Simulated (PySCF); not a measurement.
## Electronic structure of C3H3F6P (SMILES CP(C(F)(F)F)C(F)(F)F) in real space

Input file:

```
{"job": {"kind": "nmr", "xc": "PBE0", "basis": "pcSseg-1"}, "charge": 0, "multiplicity": 1}
C     -0.841086    -1.395893    -0.106519
P     -0.250949     0.100887    -0.990364
C     -0.788675     1.370398     0.317583
F     -0.539295     1.010659     1.581267
F     -0.222425     2.559645     0.118713
F     -2.116508     1.531767     0.218451
C      1.558457     0.012306    -0.416467
F      1.720701    -0.295809     0.874755
F      2.171874    -0.949738    -1.121497
F      2.207531     1.153440    -0.642479
H     -0.519636    -1.409205     0.936188
H     -0.454879    -2.272284    -0.626856
H     -1.929498    -1.415685    -0.160504
```

Command:

```sh
OMP_NUM_THREADS=1 python probes_run.py task.json out
```

Geometry: GFN2-xTB.

Computed with PySCF, PBE0/pcSseg-1, SCF density, gas phase, non-relativistic.

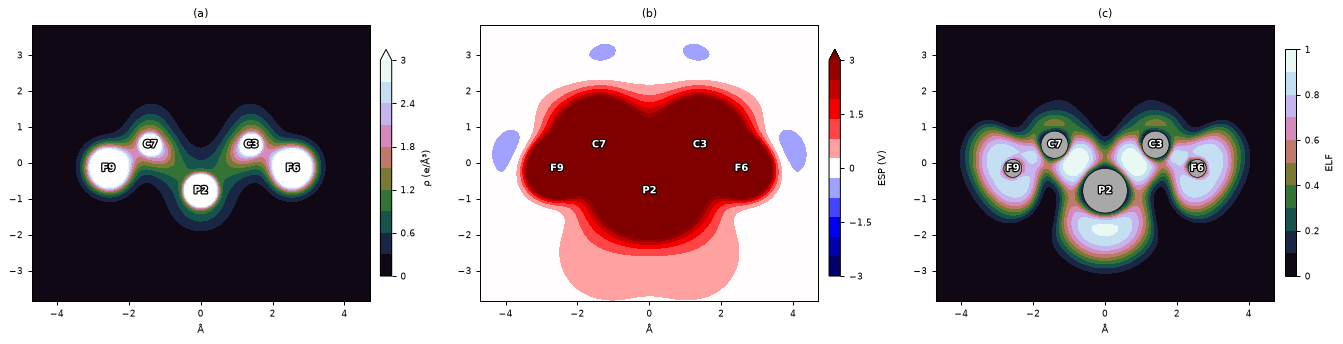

Figure 1. (a) total electron density; (b) electrostatic potential; (c) ELF on the plane of atoms C3, P2 and C7. Grey discs cover the atomic cores in the ELF map.

**What does the map show?**

- The section cuts through P, C and F sites.
- C–F (1.34 Å): the density is about 2.4 e/Å³ at the midpoint; the ELF peaks at about 0.85 between the atoms (a shared but strongly polarised pair).
- C–P (1.90 Å): the density is about 1.1 e/Å³ at the midpoint, with its minimum of 0.98 e/Å³ about 1.2 Å from C; the ELF peaks at about 1 between the atoms: a covalent bond.
- The ELF also peaks beside P2, F6 and F9, away from the bonds: lone-pair regions.
- Outside the dense part of the molecule the potential is most negative (−0.4 V) near F6 and F9.

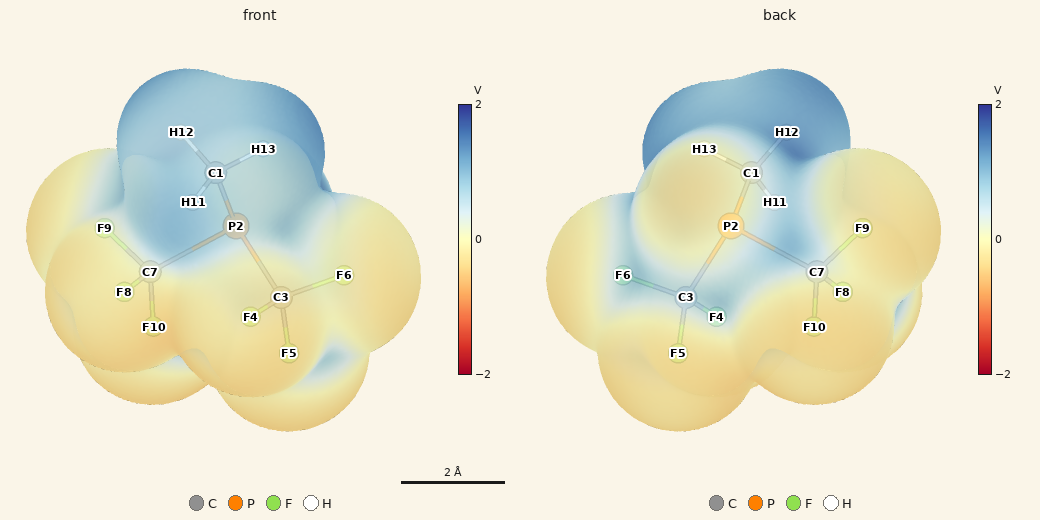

Figure 2. The electrostatic potential painted on the density surface at 0.002 e/bohr³, seen from the front and from behind; red is negative and blue positive.

**Where is the surface potential most negative and most positive?**

The most negative region (about −0.5 V) lies over F4, F5, F8 and F10, the most positive (about +1.5 V) over P2 and H12.

**What dipole moment does the calculation give?**

Its dipole moment is 2.41 D.
